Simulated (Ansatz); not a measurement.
# WOF4: the relaxed shape and its frontier levels

What does WOF4 look like as a singlet, and where do its frontier electrons sit?

The runs use Ansatz 0.2.0, Gaussian basis; RKS PBE0-D4/def2-TZVP.

Plan: relaxation at PBE0-D4/def2-SVP; a search for the lowest solution at PBE0-D4/def2-SVP; a single point at PBE0-D4/def2-TZVP.

## (1) The system as given

6 atoms, charge 0, spin multiplicity 1.

Atoms are counted from 1 here; the program's logs count them from 0.

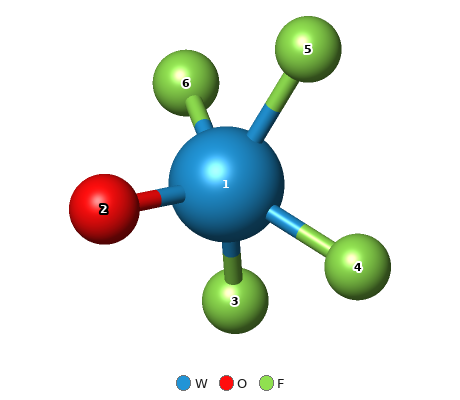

Start geometry, drawn with tungsten blue, oxygen red, fluorine green; atoms are numbered from 1 in the order of the file.

Geometry (Å):

```xyz
6
charge 0, multiplicity 1
W     0.0009    0.0003    0.1360
O     0.0037   -0.0065    1.8075
F     1.7449    0.0110   -0.4897
F    -0.0138    1.7483   -0.4782
F    -1.7452   -0.0105   -0.4833
F     0.0095   -1.7426   -0.4924
```

Formally the metal is d0. W takes a core potential in the def2 sets. No spin-orbit coupling is included.

The start is a GFN2-xTB geometry.

## (2) Relaxation at PBE0-D4/def2-SVP

in.yaml reads:

```yaml
crystal:
  periodic: [false, false, false]
  atoms:
    - {symbol: W, position_ang: [0.000930, 0.000330, 0.136020]}
    - {symbol: O, position_ang: [0.003680, -0.006510, 1.807540]}
    - {symbol: F, position_ang: [1.744920, 0.010990, -0.489670]}
    - {symbol: F, position_ang: [-0.013810, 1.748310, -0.478240]}
    - {symbol: F, position_ang: [-1.745170, -0.010500, -0.483250]}
    - {symbol: F, position_ang: [0.009460, -1.742620, -0.492400]}
basis:
  gaussian: {orbitals: def2-SVP}
hamiltonian: {xc: pbe0, dispersion: d4}
scf: {omitted_lower_state_checks: [starts]}
output: {orbitals: {seedname: orbitals}}
relax: {f_tol: 0.02, max_steps: 100}
```

The run is started by

```bash
> ansatz run in.yaml --threads 4 --pin off --events-out ev --progress --plain --max-ram 3916MiB
```

Log:

```text
Functional definition: PBE0
  name "PBE0"
  cite "Adamo & Barone, J. Chem. Phys. 110, 6158 (1999) doi:10.1063/1.478522"
  cite "Perdew, Burke & Ernzerhof, Phys. Rev. Lett. 77, 3865 (1996) doi:10.1103/PhysRevLett.77.3865"
  parent pbe
  parameter a = 0.25
  parameter kappa = 0.804
  parameter beta = 0.06672455060314922
  exchange = (1 - a)*pbe_x(kappa = kappa, mu = beta*pi^2/3) + a*exact_x
  correlation = pbe_c(beta = beta)
these checks for a lower state are left out or cut short: starts
1046 factors; integrals over basis functions are off by at most 2.2e-4 eV
mean field evaluation 1: about -14709.4913 eV, gradient 9.0e1 eV
mean field evaluation 2: about -14574.4062 eV, gradient 2.7e2 eV
mean field evaluation 4: about -14722.8299 eV, gradient 2.4e1 eV
mean field evaluation 8: about -14723.9353 eV, gradient 4.0e-1 eV
mean field evaluation 16: about -14723.9356 eV, gradient 4.9e-5 eV
mean field -14723.93562351 eV, -541.0946539220 hartree, gradient 8.0e-6 eV, S^2 0.000000; 0 other end points of the search recorded, 0 dependent functions left out
the calculation of the forces begins
reference -14723.93567617 eV, -541.0946558571 hartree; 29, 29 occupied and 73, 73 virtual orbitals, 1046 factors
relax step   1: F+E_penalty+E_count = -14724.04522437 eV  Δ(F+E_penalty+E_count) = +0.000e0 eV  max|allowed force component| = 2.151e0 eV/Å  Δτ_max = 0.0000 Å  (29 SCF iters, accepted)
these checks for a lower state are left out or cut short: starts, cluster_reference, orbital_swaps, neighbouring_geometries, increment
1046 factors; integrals over basis functions are off by at most 2.2e-4 eV
mean field -14724.06575675 eV, -541.0994362304 hartree, gradient 1.4e-5 eV, S^2 0.000000; 0 other end points of the search recorded, 0 dependent functions left out
the calculation of the forces begins
reference -14724.06580947 eV, -541.0994381679 hartree; 29, 29 occupied and 73, 73 virtual orbitals, 1046 factors
relax step   2: F+E_penalty+E_count = -14724.17524823 eV  Δ(F+E_penalty+E_count) = -1.300e-1 eV  max|allowed force component| = 3.426e-1 eV/Å  Δτ_max = 0.0708 Å  (33 SCF iters, accepted)
these checks for a lower state are left out or cut short: starts, cluster_reference, orbital_swaps, neighbouring_geometries, increment
1046 factors; integrals over basis functions are off by at most 2.2e-4 eV
mean field evaluation 32: about -14724.0749 eV, gradient 1.6e-5 eV
mean field -14724.07492360 eV, -541.0997731059 hartree, gradient 1.6e-5 eV, S^2 0.000000; 0 other end points of the search recorded, 0 dependent functions left out
the calculation of the forces begins
reference -14724.07497630 eV, -541.0997750425 hartree; 29, 29 occupied and 73, 73 virtual orbitals, 1046 factors
relax step   3: F+E_penalty+E_count = -14724.18454844 eV  Δ(F+E_penalty+E_count) = -9.300e-3 eV  max|allowed force component| = 4.910e-2 eV/Å  Δτ_max = 0.0280 Å  (33 SCF iters, accepted)
these checks for a lower state are left out or cut short: starts, cluster_reference, orbital_swaps, neighbouring_geometries, increment
1046 factors; integrals over basis functions are off by at most 2.2e-4 eV
mean field -14724.07499832 eV, -541.0997758518 hartree, gradient 1.2e-5 eV, S^2 0.000000; 0 other end points of the search recorded, 0 dependent functions left out
the calculation of the forces begins
reference -14724.07505102 eV, -541.0997777886 hartree; 29, 29 occupied and 73, 73 virtual orbitals, 1046 factors
relax step   4: F+E_penalty+E_count = -14724.18461169 eV  Δ(F+E_penalty+E_count) = -6.325e-5 eV  max|allowed force component| = 3.380e-3 eV/Å  Δτ_max = 0.0015 Å  (34 SCF iters, accepted)
these checks for a lower state are left out or cut short: starts
1046 factors; integrals over basis functions are off by at most 2.2e-4 eV
mean field -14724.07499832 eV, -541.0997758518 hartree, gradient 1.2e-5 eV, S^2 0.000000; 0 other end points of the search recorded, 0 dependent functions left out
the calculation of the forces begins
reference -14724.07505102 eV, -541.0997777886 hartree; 29, 29 occupied and 73, 73 virtual orbitals, 1046 factors
Total energy: -14724.18466439 eV, -541.1038060056 hartree
Atom 0 at     0.000050    -0.000212     0.042613 Å, force     0.000450     0.000646    -0.001552 eV/Å
Atom 1 at     0.003360    -0.006569     1.712652 Å, force    -0.000065    -0.000099     0.001846 eV/Å
Atom 2 at     1.788257     0.013614    -0.442590 Å, force     0.001541    -0.003380     0.000121 eV/Å
Atom 3 at    -0.011893     1.790950    -0.431670 Å, force    -0.003291     0.001358    -0.000222 eV/Å
Atom 4 at    -1.790061    -0.010087    -0.435623 Å, force    -0.001269     0.002512     0.000110 eV/Å
Atom 5 at     0.010298    -1.787697    -0.445382 Å, force     0.002634    -0.001037    -0.000304 eV/Å
Dipole moment:    -0.000236     0.000171    -0.075857 e Å
Checks for a lower state left out: starts
```

It took 8.5 s on 4 threads of Intel Xeon at 2.60GHz, shared host.

Step by step:

```csv
step,energy from step 1 (eV),largest force component (eV/Å)
1,0.0000,2.1511
2,-0.1300,0.3426
3,-0.1393,0.0491
4,-0.1394,0.0034
```

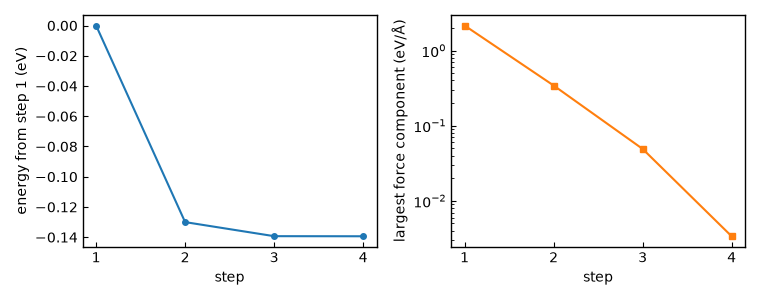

Energy and largest force along the relaxation.

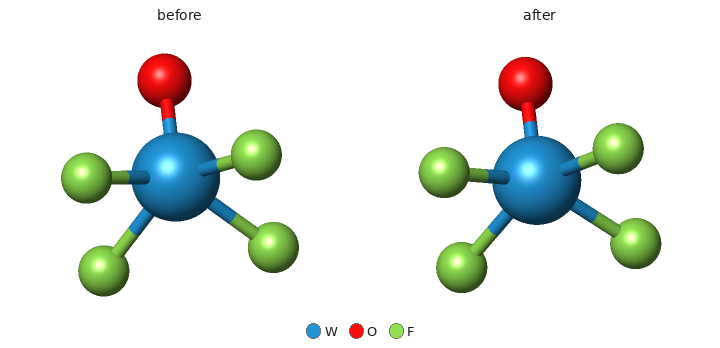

Before and after, at one scale.

Distances of close pairs at the start and the end, largest changes first:

```csv
bond,before (Å),after (Å),change (Å)
W1–O2,1.672,1.670,-0.001
W1–F5,1.853,1.853,+0.000
W1–F6,1.853,1.853,+0.000
W1–F4,1.853,1.853,+0.000
W1–F3,1.853,1.853,+0.000
```

Bonds by kind at the end (by distance):

```csv
bond,count,shortest (Å),longest (Å)
F–W,4,1.853,1.853
O–W,1,1.670,1.670
```

## (3) Searching for the lowest solution, PBE0-D4/def2-SVP

start.molden holds the orbitals of an earlier run on this state, given as this run's starting guess.

in.yaml reads:

```yaml
crystal:
  periodic: [false, false, false]
  atoms:
    - {symbol: W, position_ang: [0.000050, -0.000212, 0.042613]}
    - {symbol: O, position_ang: [0.003360, -0.006569, 1.712652]}
    - {symbol: F, position_ang: [1.788257, 0.013614, -0.442590]}
    - {symbol: F, position_ang: [-0.011893, 1.790950, -0.431670]}
    - {symbol: F, position_ang: [-1.790061, -0.010087, -0.435623]}
    - {symbol: F, position_ang: [0.010298, -1.787697, -0.445382]}
basis:
  gaussian: {orbitals: def2-SVP, initial_orbitals: start.molden}
hamiltonian: {xc: pbe0, dispersion: d4}
output: {orbitals: {seedname: orbitals}}
```

Same command.

Log:

```text
Functional definition: PBE0
  name "PBE0"
  cite "Adamo & Barone, J. Chem. Phys. 110, 6158 (1999) doi:10.1063/1.478522"
  cite "Perdew, Burke & Ernzerhof, Phys. Rev. Lett. 77, 3865 (1996) doi:10.1103/PhysRevLett.77.3865"
  parent pbe
  parameter a = 0.25
  parameter kappa = 0.804
  parameter beta = 0.06672455060314922
  exchange = (1 - a)*pbe_x(kappa = kappa, mu = beta*pi^2/3) + a*exact_x
  correlation = pbe_c(beta = beta)
1082 factors; their error is unknown
mean field evaluation 1: about -14723.9898 eV, gradient 1.3e-1 eV
mean field evaluation 2: about -14724.0744 eV, gradient 1.4e-3 eV
mean field evaluation 4: about -14724.0744 eV, gradient 2.0e-5 eV
mean field evaluation 8: about -14723.0842 eV, gradient 2.3e1 eV
mean field evaluation 16: about -14724.0744 eV, gradient 2.8e-3 eV
mean field -14724.07442324 eV, -541.0997547178 hartree, gradient 2.0e-5 eV, S^2 0.000000; 1 other end points of the search recorded, 0 dependent functions left out
reference -14724.07447594 eV, -541.0997566546 hartree; 29, 29 occupied and 73, 73 virtual orbitals, 1082 factors
Total energy: -14724.18408931 eV, -541.1037848717 hartree
```

Run time: 1.2 s. Hardware: 4 threads of Intel Xeon at 2.60GHz, shared host.

HOMO -11.72 eV, LUMO -4.19 eV.

## (4) Single point, PBE0-D4/def2-TZVP

in.yaml, as its differences from that of step 3:

```diff
@@ -10,4 +10,5 @@
 basis:
-  gaussian: {orbitals: def2-SVP, initial_orbitals: start.molden}
+  gaussian: {orbitals: def2-TZVP, initial_orbitals: start.molden}
 hamiltonian: {xc: pbe0, dispersion: d4}
+scf: {omitted_lower_state_checks: [starts]}
 output: {orbitals: {seedname: orbitals}}
```

Same command.

Log:

```text
Functional definition: PBE0
  name "PBE0"
  cite "Adamo & Barone, J. Chem. Phys. 110, 6158 (1999) doi:10.1063/1.478522"
  cite "Perdew, Burke & Ernzerhof, Phys. Rev. Lett. 77, 3865 (1996) doi:10.1103/PhysRevLett.77.3865"
  parent pbe
  parameter a = 0.25
  parameter kappa = 0.804
  parameter beta = 0.06672455060314922
  exchange = (1 - a)*pbe_x(kappa = kappa, mu = beta*pi^2/3) + a*exact_x
  correlation = pbe_c(beta = beta)
these checks for a lower state are left out or cut short: starts
1175 factors; their error is unknown
mean field evaluation 1: about -14734.2071 eV, gradient 2.5e2 eV
mean field evaluation 2: about -14740.4058 eV, gradient 6.2e0 eV
mean field evaluation 4: about -14740.5338 eV, gradient 1.8e-1 eV
mean field -14740.53384377 eV, -541.7046272658 hartree, gradient 6.3e-5 eV, S^2 0.000000; 0 other end points of the search recorded, 0 dependent functions left out
reference -14740.53387355 eV, -541.7046283604 hartree; 29, 29 occupied and 166, 166 virtual orbitals, 1175 factors
Total energy: -14740.64348693 eV, -541.7086565775 hartree
Checks for a lower state left out: starts
```

It took 2 s on 4 threads of Intel Xeon at 2.60GHz, shared host.

HOMO -11.72 eV, LUMO -4.11 eV.

Mulliken charges, from this run's orbitals:

```csv
atom,value (e)
W1,1.73
O2,-0.39
F3,-0.34
F4,-0.34
F5,-0.34
F6,-0.34
```

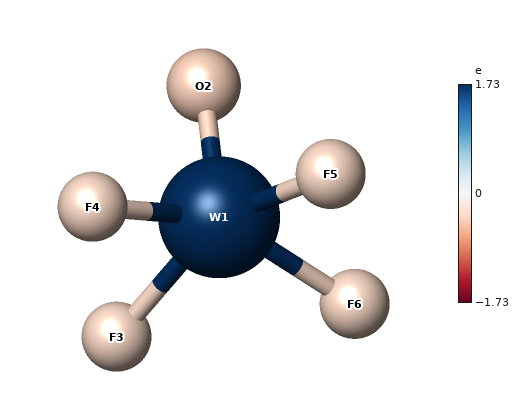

Mulliken charges, from this run's orbitals, as colours on the atoms.

Largest Mayer bond orders: W1–O2 2.15; W1–F3 1.01; W1–F4 1.01; W1–F5 1.01; W1–F6 1.01.

## (5) Results

| quantity | value |
| --- | --- |
| point group | C4v |
| near neighbours of the metal | O 1.67, F 1.85, F 1.85, F 1.85, F 1.85 Å |
| HOMO, LUMO at PBE0-D4/def2-TZVP | -11.72, -4.11 eV |
| charge on the metal (Mulliken, PBE0-D4/def2-TZVP) | +1.73 e |
| dipole at PBE0-D4/def2-SVP | 0.36 D |

The molecule keeps its bonding pattern by the stored test; the atoms moved 0.08 Å (rms). The metal has 5 near neighbours by the distance rule, from 1.67 to 1.85 Å. The Mulliken charge of the metal, +1.73 e, depends on the basis and isn't its oxidation state. No usable vibrations, so a minimum isn't proven. Whether this spin is the lowest isn't tested here.
